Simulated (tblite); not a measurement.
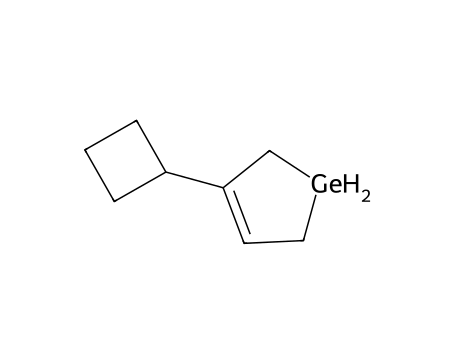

Source: calculation with tblite.

A structural formula.

> Give its SMILES.

C1=C(C2CCC2)[CH2][GeH2][CH2]1

> Give the formula, hydrogens included.

C8H14Ge.

> An optimisation with GFN2-xTB gave a structure of which point group?

C1. Other conformers may differ.
